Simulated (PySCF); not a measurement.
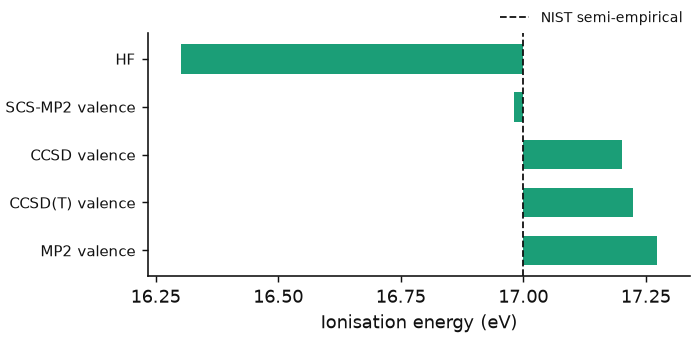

The ionisation energy of an atom or ion with 76 electrons in the configuration [Xe] 4f¹⁴ 5d⁷ 6s by several methods. PySCF, aug-cc-pVDZ-PP with a 60-electron core potential, unrestricted single determinants, no spin-orbit coupling. Methods marked “valence” freeze 8 core electrons.

### Name the element and charge.

Ir⁺. The values run from 16.302 eV (HF) to 17.272 eV (MP2 valence). The NIST semi-empirical value is 17.00 ± 0.3 eV; nearest to it come SCS-MP2 valence (−0.020) and CCSD valence (+0.202), furthest HF (−0.698 eV).

Known limits: spin-orbit shift not estimated.
